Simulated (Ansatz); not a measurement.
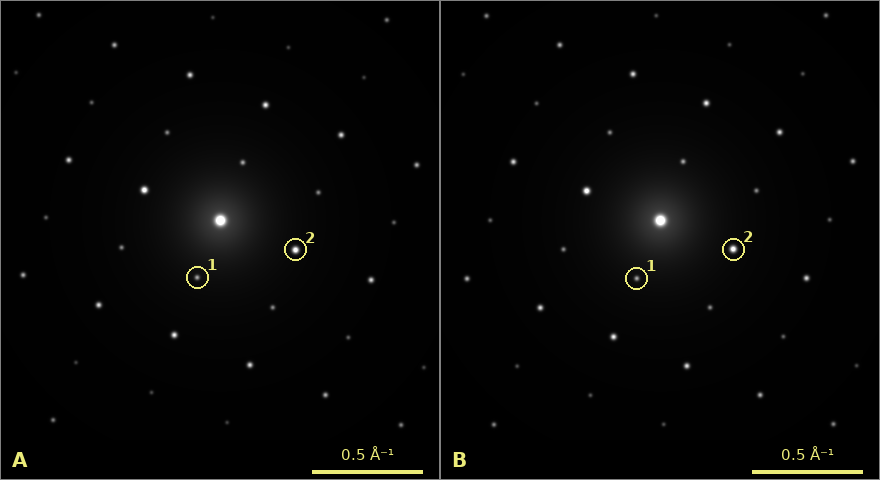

Kinematic electron diffraction patterns (300 kV, B = 0.5 Å², same scale) along [1-10] of the run's own cell, for the start and the end of one relaxation of LiBi3 with DFT PBE, scalar-relativistic, plane waves, PAW in Ansatz. k mesh 6×6×8. The start is a generated model structure, and the relaxation ends in the nearest stationary point of its symmetry, not necessarily the ground state. Spot 1 is -1 -1 0 and spot 2 is 0 0 -2 in both.

Start structure:

```yaml
crystal:
  lattice:
    - [7.06603, 0.00000, 0.00000]
    - [-3.53302, 6.11936, 0.00000]
    - [0.00000, 0.00000, 5.37582]
  atoms:
    - { symbol: Li, position: [0.33333, 0.66667, 0.25000] }
    - { symbol: Li, position: [0.66667, 0.33333, 0.75000] }
    - { symbol: Bi, position: [0.82250, 0.64500, 0.25000] }
    - { symbol: Bi, position: [0.17750, 0.82250, 0.75000] }
    - { symbol: Bi, position: [0.35500, 0.17750, 0.25000] }
    - { symbol: Bi, position: [0.17750, 0.35500, 0.75000] }
    - { symbol: Bi, position: [0.82250, 0.17750, 0.25000] }
    - { symbol: Bi, position: [0.64500, 0.82250, 0.75000] }
```

### Which pattern belongs to the start structure, and which to the relaxed one?

A is the start: its cell gives d(1) = 3.533 Å, d(2) = 2.688 Å and an angle of 90.0°. B is the relaxed structure, with d(1) = 3.477 Å (-1.6 %), d(2) = 2.772 Å (+3.1 %) and 90.0°.

### Summarise the relaxation behind the change.

The volume changed by -0.1 % to 29.03 Å³ an atom; with the mean shift removed, the atoms moved by up to 0.05 Å relative to the cell (Bi most); the space group stayed P6_3/mmc (No. 194); the free energy fell by 2 meV an atom. Relaxed cell: a = 6.954 Å, b = 6.954 Å, c = 5.545 Å, α = 90.00°, β = 90.00°, γ = 120.00°.
